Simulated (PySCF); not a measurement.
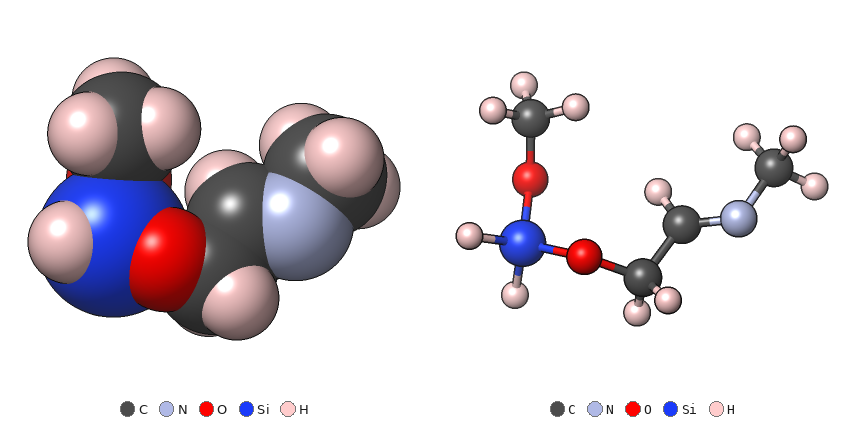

Both panels show the same species.

Count the atoms of each element.

Answer. C4H11NO2Si, 19 atoms: 4 carbon, 11 hydrogen, 1 nitrogen, 2 oxygen and 1 silicon.

What is the point group of this geometry?

Answer. C1.

Name some functional groups or characteristic bonds that it holds.

Answer. Among them: imine, Si–H bond, Si–O bond.

Count the bonded pairs by element.

Answer. 9 C–H, 2 C–N, 2 C–O, 2 O–Si, 2 Si–H, 1 C–C.

More results for the same structure follow; atom numbers are the same in all pictures, views and colours differ. The computed structure is the end point of a PBE0-D3(BJ)/def2-SVP optimisation. No frequency run is at hand to confirm it as a minimum.

## Geometry

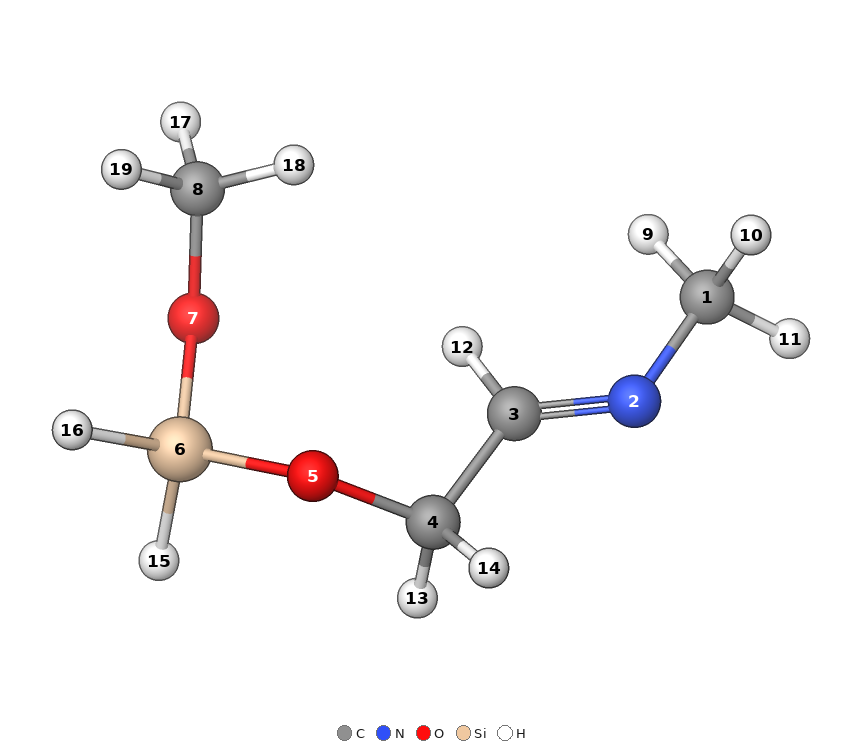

Numbered structure. No frequency run is at hand to confirm it as a minimum.

Give the bond lengths. Leave out bonds to hydrogen.

| bond | length (Å) | order |
| --- | --- | --- |
| C1–N2 | 1.434 | single |
| N2–C3 | 1.262 | double |
| C3–C4 | 1.501 | single |
| C4–O5 | 1.406 | single |
| O5–Si6 | 1.659 | single |
| Si6–O7 | 1.659 | single |
| O7–C8 | 1.402 | single |

## Charges

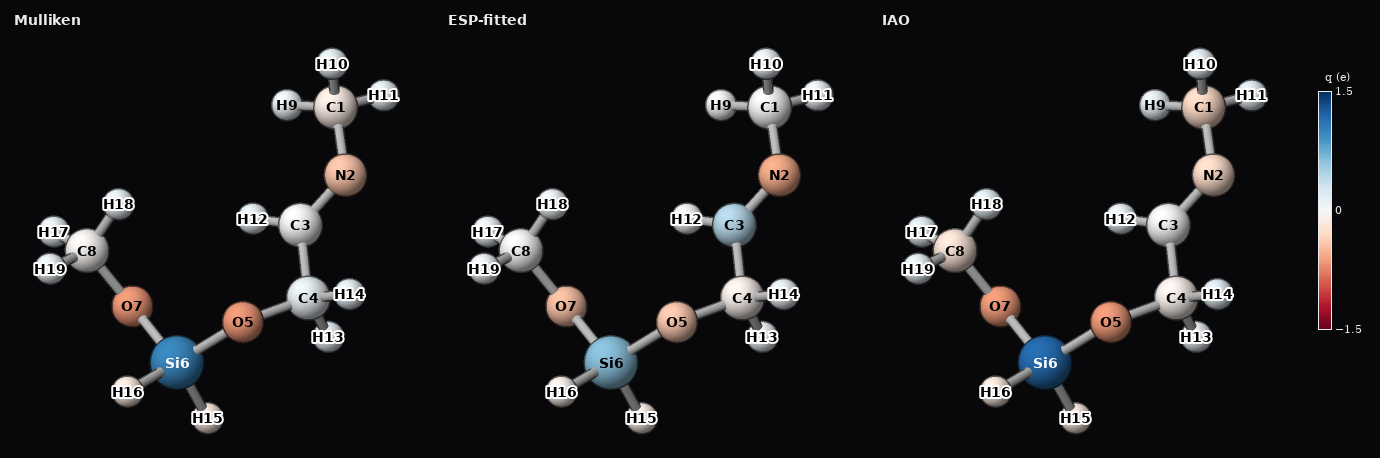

Atomic charges of one calculation by 3 schemes, on one colour scale. No frequency run is at hand to confirm it as a minimum. Level of theory: PBE0/pcSseg-1 in benzene (IEF-PCM) (PySCF 2.14.0).

On which atom do the schemes disagree most?

Answer. On Si6 (from 0.63 to 1.15 e).

List the charges (e), one line for each set of equivalent atoms.

| atom | Mulliken | ESP-fitted | IAO |
| --- | --- | --- | --- |
| C1 | −0.12 | −0.02 | −0.30 |
| N2 | −0.43 | −0.56 | −0.28 |
| C3 | 0.00 | 0.43 | 0.02 |
| C4 | 0.11 | −0.07 | −0.06 |
| O5 | −0.65 | −0.41 | −0.64 |
| Si6 | 0.98 | 0.63 | 1.15 |
| O7 | −0.65 | −0.45 | −0.64 |
| C8 | −0.03 | −0.02 | −0.20 |
| H9 | 0.09 | 0.03 | 0.11 |
| H10 | 0.13 | 0.10 | 0.16 |
| H11 | 0.13 | 0.09 | 0.16 |
| H12 | 0.12 | 0.03 | 0.10 |
| H13 | 0.13 | 0.08 | 0.13 |
| H14 | 0.13 | 0.10 | 0.17 |
| H15 | −0.14 | −0.09 | −0.15 |
| H16 | −0.14 | −0.09 | −0.15 |
| H17 | 0.13 | 0.09 | 0.15 |
| H18 | 0.11 | 0.07 | 0.13 |
| H19 | 0.11 | 0.08 | 0.13 |

## Excitation

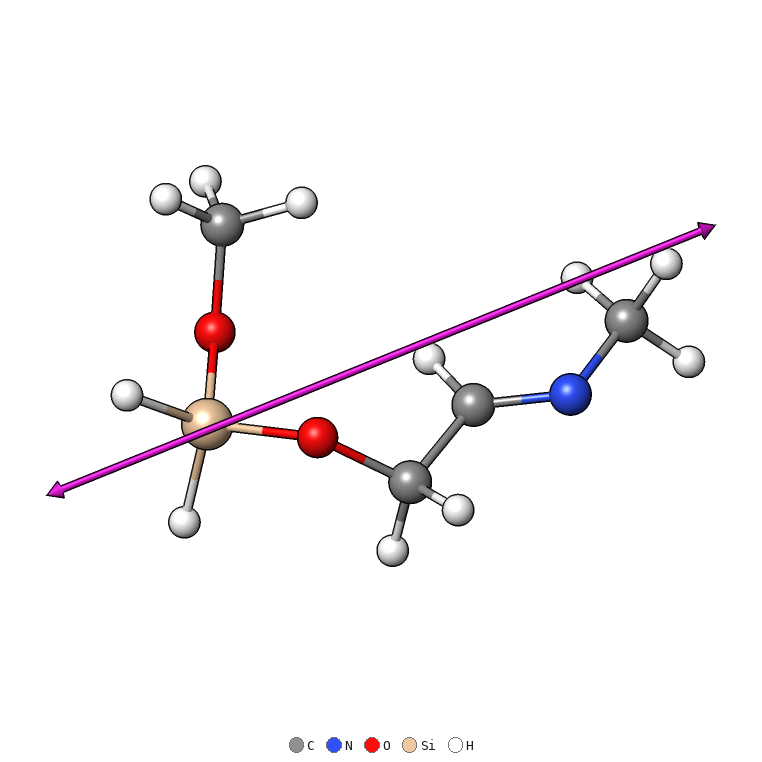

The double arrow shows the direction of the transition dipole to excited singlet state 2 (its length means nothing). No frequency run is at hand to confirm it as a minimum. Level of theory: TDDFT ωB97X-D/def2-SVPD, vertical, IEF-PCM benzene (non-equilibrium linear response), core orbitals frozen in the response (PySCF 2.14.0).

Where does the transition lie, and how strong is it?

Answer. 7.24 eV (171 nm), oscillator strength 0.22, mainly HOMO−1 → LUMO (weight 0.65); transition dipole 2.83 D.

## NMR shielding

The questions are on isotropic NMR shieldings of the H atoms. No frequency run is at hand to confirm it as a minimum. Properties computed with GIAO PBE0/pcSseg-1 NMR shielding, non-relativistic, IEF-PCM benzene (PySCF 2.14.0).

Which H atom is the most shielded (lowest chemical shift)?

Answer. H9 (28.29 ppm).

Which H atom is the least shielded (highest chemical shift)?

Answer. H12 (23.46 ppm).

How wide is the range of H shifts?

Answer. 4.83 ppm.

Give the isotropic NMR shieldings of the H atoms atom by atom.

```json
{"atom": "H9", "σ (ppm)": "28.29"}
{"atom": "H10", "σ (ppm)": "27.43"}
{"atom": "H11", "σ (ppm)": "27.52"}
{"atom": "H12", "σ (ppm)": "23.46"}
{"atom": "H13", "σ (ppm)": "26.90"}
{"atom": "H14", "σ (ppm)": "26.87"}
{"atom": "H15", "σ (ppm)": "26.64"}
{"atom": "H16", "σ (ppm)": "26.62"}
{"atom": "H17", "σ (ppm)": "27.44"}
{"atom": "H18", "σ (ppm)": "27.50"}
{"atom": "H19", "σ (ppm)": "27.66"}
```

## Quadrupole coupling

No frequency run is at hand to confirm it as a minimum. Electric field gradients from the ground-state density, PBE0/pcSseg-1 in benzene (IEF-PCM) (PySCF 2.14.0), non-relativistic apart from any core potentials.

Give the largest field-gradient component, the quadrupole coupling constant and the asymmetry for 14N at N2 (Q = 20.44 mb), 17O at O5 (Q = −25.6 mb), 17O at O7 (Q = −25.6 mb), 2H at H9 (Q = 2.86 mb), 2H at H10 (Q = 2.86 mb).

```tsv
atom	V_zz (a.u.)	e²qQ/h (MHz)	η
N2	−1.098	−5.27	0.37
O5	1.700	−10.23	0.32
O7	1.696	−10.20	0.35
H9	0.271	0.182	0.08
H10	0.285	0.191	0.05
```

Mulliken values depend strongly on the basis set and can even reverse the polarity of a bond.
